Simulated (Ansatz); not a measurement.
Consider GeW$_{2}$.

Input file:

```
crystal:
  lattice:
    - [3.0768773454, 0.0, 0.0]
    - [0.0, 3.0768773454, 0.0]
    - [0.0, 0.0, 5.4700330585]
  atoms:
    - { symbol: Ge, position: [0.0, 0.0, 0.0] }
    - { symbol: W, position: [0.5, 0.5, 0.2753307707] }
    - { symbol: W, position: [0.5, 0.5, 0.7246692293] }
basis:
  ecutwfc: 420
kpoints:
  mp_grid: { grid: [16, 16, 8] }
  band_path:
    path:
      - [[0.0, 0.0, 0.0], [0.0, 0.5, 0.0], [0.5, 0.5, 0.0], [0.0, 0.0, 0.0], [0.0, 0.0, 0.5], [0.0, 0.5, 0.5], [0.5, 0.5, 0.5], [0.0, 0.0, 0.5]]
      - [[0.0, 0.5, 0.0], [0.0, 0.5, 0.5]]
      - [[0.5, 0.5, 0.0], [0.5, 0.5, 0.5]]
    npoints: 14
hamiltonian:
  xc: pbe
scf:
  occupations: { method: gaussian, width: 0.1 }
  n_extra_bands: 7
output:
  forces: true
  stress: true
  eigenvalues: true
  populations: true
  dos: { projected: true, de: 0.02, nscf_kmesh: { grid: [20, 20, 10] } }
  bader: true
  write_density: true
  write_potential: true
  elf: true
  volumetric_format: npy
```

Launched as:

```sh
ansatz run input.yaml --threads 1 --pin off --max-ram 2560MiB --backend cpu --events-out ev --progress --plain --runs-dir out
```

Below, planes, directions and counts refer to the conventional cell (a = 3.08 Å, b = 3.08 Å, c = 5.47 Å, α = 90.00°, β = 90.00°, γ = 90.00°).

Space group P4/mmm; a structure generated by program, which may or may not match a known phase.

Computed with Ansatz 0.2.0, DFT PBE, scalar-relativistic, plane waves, PAW.

> What will maps of the valence pseudo-density and electron localisation function show?

W–W (2.46 Å): the density is about 0.72 e/Å³ at the midpoint; the ELF is about 0.40 at the midpoint.
Ge–W (2.65 Å): ρ is about 0.39 e/Å³ halfway; the ELF is about 0.40 at the midpoint.
Bader's partition of the density gives Ge −0.48 and W +0.24 e.

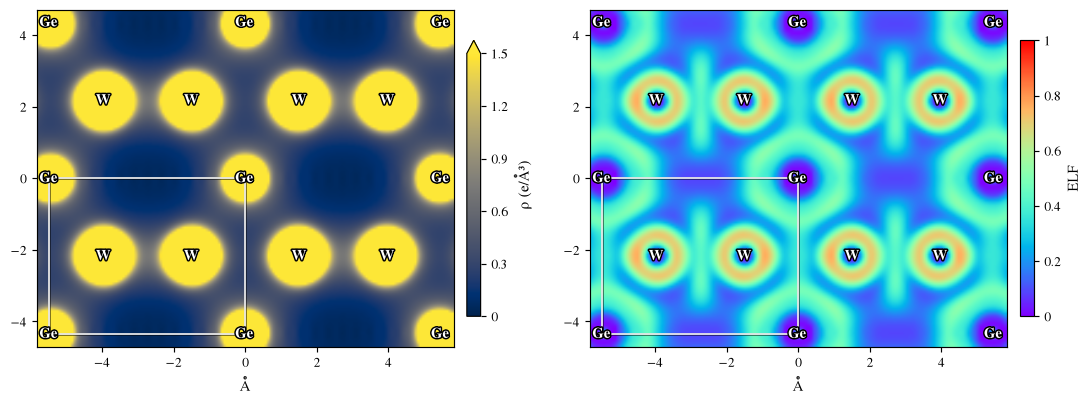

Computed valence pseudo-density and electron localisation function on the (110) plane of the conventional cell, in this order. 

The density is the valence pseudo-density of a PAW calculation; it isn't the true density close to the nuclei.
